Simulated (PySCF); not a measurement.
# C2H6O2 (ethane-1,1-diol) at 6 levels

Wanted: a comparison of 6 runs (HF/3-21G, HF/def2-SVP, HF/def2-SVPD, B3LYP/6-31G*, wB97X/6-31G**, MP2/3-21G) of C2H6O2 (ethane-1,1-diol). The job is set up through a Python script.

Program for the calculation: PySCF 2.14.0.

### 1 Starting point

C2H6O2 has 10 atoms, charge 0, and is taken as a singlet. SMILES: `CC(O)O`. Geometry: relaxed at PBE0-D4/def2-TZVP. This is one conformer, not always the lowest.

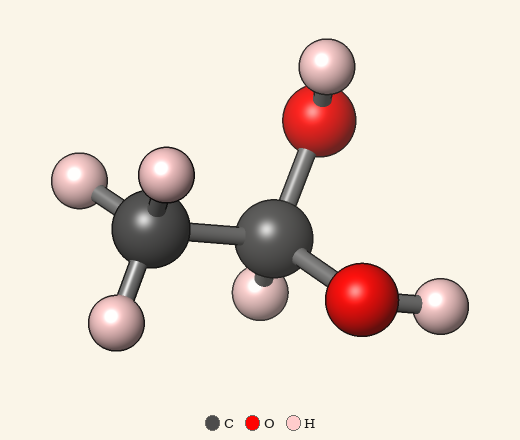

Viewed from a chosen angle; carbon dark grey, oxygen red, hydrogen pink.

### 2 Energy and gradient at HF/3-21G (run 1)

mol.xyz reads:

```xyz
10
C2H6O2
C     -0.477000     0.980100    -0.151400
C     -0.101200    -0.477300    -0.059500
O      0.155000    -0.755600     1.291500
O      0.997500    -0.807800    -0.865500
H     -0.674600     1.250100    -1.189100
H     -1.364700     1.185600     0.448200
H      0.341100     1.597900     0.230000
H     -0.911500    -1.113000    -0.438100
H      0.393800    -1.685300     1.355000
H      1.724700    -0.225900    -0.618500
```

input.py reads:

```python
import pyscf.grad
from pyscf import gto

mol = gto.M(
    atom='mol.xyz',
    verbose=4,
    basis='3-21g',
    charge=0,
    max_memory=1860,
)

myscf = mol.RHF()
myscf.conv_tol = 1e-10
myscf.kernel()
if not myscf.converged:
    myscf = myscf.newton().run(myscf.mo_coeff, myscf.mo_occ)

e_tot = myscf.e_tot
print('Final energy', e_tot)
grad = myscf.Gradients().kernel()
dip = myscf.dip_moment()
pop, q = myscf.mulliken_pop()
```

The run is started by

```sh
OMP_NUM_THREADS=1 python input.py
```

Output:

```text
PySCF version 2.14.0

[... 64 lines left out ...]
converged SCF energy = -227.674598918656
Final energy -227.6745989186558
[... 11 lines left out ...]
Dipole moment(X, Y, Z, Debye):  0.10170,  0.20922, -0.01804
[... 20 lines left out ...]
pop of  2 O 2s            0.41144
pop of  2 O 3s            1.51352
pop of  2 O 2px           0.83042
pop of  2 O 2py           0.64017
pop of  2 O 2pz           0.63987
pop of  2 O 3px           1.03736
pop of  2 O 3py           0.79747
pop of  2 O 3pz           0.84358
pop of  3 O 1s            1.98614
pop of  3 O 2s            0.41252
pop of  3 O 3s            1.50880
pop of  3 O 2px           0.57958
pop of  3 O 2py           0.76398
pop of  3 O 2pz           0.76538
pop of  3 O 3px           0.71914
pop of  3 O 3py           0.97550
pop of  3 O 3pz           0.98595
pop of  4 H 1s            0.46708
pop of  4 H 2s            0.31979
pop of  5 H 1s            0.46522
pop of  5 H 2s            0.31124
pop of  6 H 1s            0.46506
pop of  6 H 2s            0.32801
pop of  7 H 1s            0.49156
pop of  7 H 2s            0.29970
pop of  8 H 1s            0.42921
pop of  8 H 2s            0.18851
pop of  9 H 1s            0.42917
pop of  9 H 2s            0.19427
 ** Mulliken atomic charges  **
charge of    0C =     -0.61566
charge of    1C =      0.40142
charge of    2O =     -0.69996
charge of    3O =     -0.69697
charge of    4H =      0.21313
charge of    5H =      0.22354
charge of    6H =      0.20693
charge of    7H =      0.20874
charge of    8H =      0.38228
charge of    9H =      0.37656
```

Run time: 3.9 s. Hardware: 1 thread of Intel Xeon at 2.50GHz (Skylake/Cascade Lake), shared host; peak memory 0.12 GiB.

### 3 Energy and gradient at HF/def2-SVP (run 2)

run.py reads:

```python
import pyscf.grad
from pyscf import gto

mol = gto.M(
    atom=[
    ('C', (-0.477000, 0.980100, -0.151400)),
    ('C', (-0.101200, -0.477300, -0.059500)),
    ('O', (0.155000, -0.755600, 1.291500)),
    ('O', (0.997500, -0.807800, -0.865500)),
    ('H', (-0.674600, 1.250100, -1.189100)),
    ('H', (-1.364700, 1.185600, 0.448200)),
    ('H', (0.341100, 1.597900, 0.230000)),
    ('H', (-0.911500, -1.113000, -0.438100)),
    ('H', (0.393800, -1.685300, 1.355000)),
    ('H', (1.724700, -0.225900, -0.618500)),
],
    max_memory=1860,
    basis='def2-svp',
    verbose=3,
    spin=0,
)

mf = mol.RHF()
mf.conv_tol = 1e-10
mf.kernel()
if not mf.converged:
    mf = mf.newton().run(mf.mo_coeff, mf.mo_occ)

e_tot = mf.e_tot
print('E(%s) = %.9f' % ('HF', e_tot))
grad = mf.Gradients().kernel()
dip = mf.dip_moment()
pop, q = mf.mulliken_pop()
```

The run is started by

```sh
OMP_NUM_THREADS=1 python run.py
```

Output:

```text
converged SCF energy = -228.780016542682
E(HF) = -228.780016543
--------------- RHF gradients ---------------
         x                y                z
0 C     0.0000426287    -0.0017209574     0.0018978959
1 C    -0.0063632591     0.0084900454    -0.0036976817
2 O    -0.0035283763     0.0182179291     0.0155583587
3 O    -0.0041720970    -0.0178589558    -0.0164013020
4 H    -0.0000518648    -0.0004603345    -0.0005142522
5 H    -0.0010019790     0.0004868654     0.0004228389
6 H     0.0009449479     0.0003473695     0.0003872398
7 H    -0.0021560543    -0.0025656664    -0.0029020656
8 H     0.0042227571    -0.0175592015    -0.0010077160
9 H     0.0120632969     0.0126229062     0.0062566842
----------------------------------------------
Dipole moment(X, Y, Z, Debye):  0.07339,  0.18303, -0.02608
 ** Mulliken pop  **
pop of  0 C 1s            1.98891
pop of  0 C 2s            0.86031
pop of  0 C 3s            0.20521
pop of  0 C 2px           0.68785
pop of  0 C 2py           0.68860
pop of  0 C 2pz           0.69091
pop of  0 C 3px           0.32969
pop of  0 C 3py           0.24854
pop of  0 C 3pz           0.31615
pop of  0 C 3dxy          0.00763
pop of  0 C 3dyz          0.00314
pop of  0 C 3dz^2         0.00935
pop of  0 C 3dxz          0.00695
pop of  0 C 3dx2-y2       0.00858
pop of  1 C 1s            1.98940
pop of  1 C 2s            0.89484
pop of  1 C 3s            0.09733
pop of  1 C 2px           0.62118
pop of  1 C 2py           0.74254
pop of  1 C 2pz           0.55282
pop of  1 C 3px           0.18655
pop of  1 C 3py           0.26834
pop of  1 C 3pz           0.09977
pop of  1 C 3dxy          0.01894
pop of  1 C 3dyz          0.01697
pop of  1 C 3dz^2         0.03377
pop of  1 C 3dxz          0.03185
pop of  1 C 3dx2-y2       0.01788
pop of  2 O 1s            1.99063
pop of  2 O 2s            1.05320
pop of  2 O 3s            0.69694
pop of  2 O 2px           1.09373
pop of  2 O 2py           0.87297
pop of  2 O 2pz           0.88435
pop of  2 O 3px           0.76254
pop of  2 O 3py           0.48996
pop of  2 O 3pz           0.57662
pop of  2 O 3dxy          0.00095
pop of  2 O 3dyz          0.00140
pop of  2 O 3dz^2         0.00729
pop of  2 O 3dxz          0.00174
pop of  2 O 3dx2-y2       0.00299
pop of  3 O 1s            1.99065
pop of  3 O 2s            1.05293
pop of  3 O 3s            0.71035
pop of  3 O 2px           0.80619
pop of  3 O 2py           1.01763
pop of  3 O 2pz           1.02544
pop of  3 O 3px           0.45718
pop of  3 O 3py           0.67766
pop of  3 O 3pz           0.69645
pop of  3 O 3dxy          0.00463
pop of  3 O 3dyz          0.00234
pop of  3 O 3dz^2         0.00183
pop of  3 O 3dxz          0.00463
pop of  3 O 3dx2-y2       0.00112
pop of  4 H 1s            0.75676
pop of  4 H 2s            0.17522
pop of  4 H 2px           0.00433
pop of  4 H 2py           0.00425
pop of  4 H 2pz           0.01700
pop of  5 H 1s            0.75416
pop of  5 H 2s            0.17427
pop of  5 H 2px           0.01339
pop of  5 H 2py           0.00395
pop of  5 H 2pz           0.00855
pop of  6 H 1s            0.75574
pop of  6 H 2s            0.19077
pop of  6 H 2px           0.01155
pop of  6 H 2py           0.00803
pop of  6 H 2pz           0.00601
pop of  7 H 1s            0.78755
pop of  7 H 2s            0.17812
pop of  7 H 2px           0.01035
pop of  7 H 2py           0.00762
pop of  7 H 2pz           0.00327
pop of  8 H 1s            0.68073
pop of  8 H 2s            0.05784
pop of  8 H 2px           0.01923
pop of  8 H 2py           0.03897
pop of  8 H 2pz           0.01243
pop of  9 H 1s            0.68114
pop of  9 H 2s            0.06012
pop of  9 H 2px           0.02983
pop of  9 H 2py           0.02435
pop of  9 H 2pz           0.01614
 ** Mulliken atomic charges  **
charge of    0C =     -0.05182
charge of    1C =      0.42781
charge of    2O =     -0.43531
charge of    3O =     -0.44904
charge of    4H =      0.04245
charge of    5H =      0.04568
charge of    6H =      0.02790
charge of    7H =      0.01309
charge of    8H =      0.19081
charge of    9H =      0.18842
```

Run time: 11 s. Hardware: 1 thread of Intel Xeon at 2.50GHz (Skylake/Cascade Lake), shared host; peak memory 0.17 GiB.

### 4 Energy and gradient at HF/def2-SVPD (run 3)

geometry.xyz reads:

```xyz
10
C2H6O2
C     -0.477000     0.980100    -0.151400
C     -0.101200    -0.477300    -0.059500
O      0.155000    -0.755600     1.291500
O      0.997500    -0.807800    -0.865500
H     -0.674600     1.250100    -1.189100
H     -1.364700     1.185600     0.448200
H      0.341100     1.597900     0.230000
H     -0.911500    -1.113000    -0.438100
H      0.393800    -1.685300     1.355000
H      1.724700    -0.225900    -0.618500
```

calc.py reads:

```python
import pyscf.grad
from pyscf import gto

mol = gto.Mole()
mol.atom = 'geometry.xyz'
mol.basis = 'def2-svpd'
mol.verbose = 4
mol.max_memory = 1860
mol.build()

mf = mol.RHF()
mf.conv_tol = 1e-10
mf.kernel()
if not mf.converged:
    mf = mf.newton().run(mf.mo_coeff, mf.mo_occ)

e_final = mf.e_tot
print(f'total energy: {e_final:.8f} hartree')
grad = mf.Gradients().kernel()
mf.analyze()
```

The run is started by

```sh
OMP_NUM_THREADS=1 python calc.py
```

Output:

```text
PySCF version 2.14.0

[... 89 lines left out ...]
MO #2   energy= -20.5693872012536  occ= 2
[... 11 lines left out ...]
MO #14  energy= -0.547607294031738 occ= 2
[... 11 lines left out ...]
MO #26  energy= 0.212081221314858  occ= 0
[... 11 lines left out ...]
MO #38  energy= 0.411396373624109  occ= 0
[... 11 lines left out ...]
MO #50  energy= 0.532494595790496  occ= 0
[... 11 lines left out ...]
MO #62  energy= 0.699039959278864  occ= 0
[... 11 lines left out ...]
MO #74  energy= 0.943679021767484  occ= 0
[... 11 lines left out ...]
MO #86  energy= 1.47908580897945   occ= 0
[... 11 lines left out ...]
MO #98  energy= 2.08820414673323   occ= 0
[... 11 lines left out ...]
MO #110 energy= 2.43891838291646   occ= 0
[... 11 lines left out ...]
MO #122 energy= 3.27810439988989   occ= 0
[... 11 lines left out ...]
MO #134 energy= 4.36088530594728   occ= 0
[... 108 lines left out ...]
pop of  6 H 2pz           0.00043
pop of  6 H 3px           0.00045
pop of  6 H 3py           0.00069
pop of  6 H 3pz           0.00059
pop of  7 H 1s            0.91660
pop of  7 H 2s            0.00848
pop of  7 H 2px           0.00157
pop of  7 H 2py           0.00129
pop of  7 H 2pz           0.00135
pop of  7 H 3px           0.00087
pop of  7 H 3py           0.00072
pop of  7 H 3pz           0.00077
pop of  8 H 1s            0.64500
pop of  8 H 2s            0.01529
pop of  8 H 2px           0.00311
pop of  8 H 2py           0.00277
pop of  8 H 2pz           0.00153
pop of  8 H 3px           0.00060
pop of  8 H 3py           0.00071
pop of  8 H 3pz           0.00132
pop of  9 H 1s            0.65183
pop of  9 H 2s            0.01468
pop of  9 H 2px           0.00304
pop of  9 H 2py           0.00252
pop of  9 H 2pz           0.00209
pop of  9 H 3px           0.00073
pop of  9 H 3py           0.00091
pop of  9 H 3pz           0.00107
 ** Mulliken atomic charges  **
charge of    0C =     -0.25092
charge of    1C =      0.39922
charge of    2O =     -0.56811
charge of    3O =     -0.56506
charge of    4H =      0.08859
charge of    5H =      0.09424
charge of    6H =      0.08089
charge of    7H =      0.06834
charge of    8H =      0.32968
charge of    9H =      0.32312
Dipole moment(X, Y, Z, Debye): -0.01952,  0.24988, -0.05584
```

It took 30 s on 1 thread of Intel Xeon at 2.50GHz (Skylake/Cascade Lake), shared host; peak memory 0.43 GiB.

Runs 4 to 5 aren't shown in full; the table further down has their settings and results.

### 5 Energy and forces at MP2/3-21G (run 6)

geometry.xyz is that of step 4.

calc.py reads:

```python
import pyscf.grad
from pyscf import gto, scf, mp

mol = gto.M(
    atom='geometry.xyz',
    spin=0,
    max_memory=1860,
    charge=0,
    verbose=4,
    basis='3-21g',
)

calc0 = scf.RHF(mol)
calc0.conv_tol = 1e-10
calc0.kernel()
if not calc0.converged:
    calc0 = calc0.newton().run(calc0.mo_coeff, calc0.mo_occ)

pt = mp.MP2(calc0, frozen=4).run()
e_final = pt.e_tot
print('E = %.10f Eh' % e_final)
grad = pt.Gradients().kernel()
dip = calc0.dip_moment()
pop, q = calc0.mulliken_pop()
```

The run is started by

```sh
OMP_NUM_THREADS=1 python calc.py
```

Output:

```text
PySCF version 2.14.0

[... 64 lines left out ...]
converged SCF energy = -227.674598918656
[... 17 lines left out ...]
Dipole moment(X, Y, Z, Debye):  0.10170,  0.20922, -0.01804
[... 20 lines left out ...]
pop of  2 O 2s            0.41144
pop of  2 O 3s            1.51352
pop of  2 O 2px           0.83042
pop of  2 O 2py           0.64017
pop of  2 O 2pz           0.63987
pop of  2 O 3px           1.03736
pop of  2 O 3py           0.79747
pop of  2 O 3pz           0.84358
pop of  3 O 1s            1.98614
pop of  3 O 2s            0.41252
pop of  3 O 3s            1.50880
pop of  3 O 2px           0.57958
pop of  3 O 2py           0.76398
pop of  3 O 2pz           0.76538
pop of  3 O 3px           0.71914
pop of  3 O 3py           0.97550
pop of  3 O 3pz           0.98595
pop of  4 H 1s            0.46708
pop of  4 H 2s            0.31979
pop of  5 H 1s            0.46522
pop of  5 H 2s            0.31124
pop of  6 H 1s            0.46506
pop of  6 H 2s            0.32801
pop of  7 H 1s            0.49156
pop of  7 H 2s            0.29970
pop of  8 H 1s            0.42921
pop of  8 H 2s            0.18851
pop of  9 H 1s            0.42917
pop of  9 H 2s            0.19427
 ** Mulliken atomic charges  **
charge of    0C =     -0.61566
charge of    1C =      0.40142
charge of    2O =     -0.69996
charge of    3O =     -0.69697
charge of    4H =      0.21313
charge of    5H =      0.22354
charge of    6H =      0.20693
charge of    7H =      0.20874
charge of    8H =      0.38228
charge of    9H =      0.37656
```

It took 2.7 s on 1 thread of Intel Xeon at 2.50GHz (Skylake/Cascade Lake), shared host; peak memory 0.16 GiB.

### 6 All runs side by side

| run | level | Cartesian functions | integration grid | energy (Eh) | dipole moment (D) of the reference | HOMO energy (eV) | LUMO energy (eV) | wall time |
| --- | --- | --- | --- | --- | --- | --- | --- | --- |
| 1 | HF/3-21G | no | – | -227.674599 | 0.23 | -12.10 | 7.18 | 3.9 s |
| 2 | HF/def2-SVP | no | – | -228.780017 | 0.20 | -12.40 | 4.81 | 11 s |
| 3 | HF/def2-SVPD | no | – | -228.798378 | 0.26 | -12.57 | 2.52 | 30 s |
| 4 | B3LYP/6-31G* (Cartesian functions) | yes | 5 | -230.258675 | 0.26 | -7.41 | 2.15 | 38 s |
| 5 | wB97X/6-31G** (spherical functions) | no | 5 | -230.215286 | 0.26 | -10.25 | 4.91 | 75 s |
| 6 | MP2/3-21G | no | – | -228.088784 | 0.23 | -12.10 | 7.18 | 2.7 s |

### 7 Results

| quantity | value |
| --- | --- |
| run 6: total energy | -228.08878 Eh |
| run 6: dipole moment (Hartree–Fock density) | 0.23 D |
| run 6: HOMO energy (Hartree–Fock orbitals) | -12.10 eV |
| run 6: LUMO energy (Hartree–Fock orbitals) | 7.18 eV |
| run 6: HOMO–LUMO gap (Hartree–Fock orbitals) | 19.27 eV |
| run 6: correlation energy (4 core orbitals frozen) | -414.2 mEh |
| run 6: largest force on an atom | 2.067 eV/Å |

In words: Over runs 1, 2, 3, 4, 5 the dipole moment (its size) runs from 0.20 D (HF/def2-SVP) to 0.26 D (wB97X/6-31G**). The two ends differ in method and basis. Over runs 1, 2, 3, 4, 5 the HOMO–LUMO gap runs from 9.57 eV (B3LYP/6-31G*) to 19.27 eV (HF/3-21G). Totals of different functionals can't be ranked against each other. All runs together took 2.7 min, the longest 75 s.
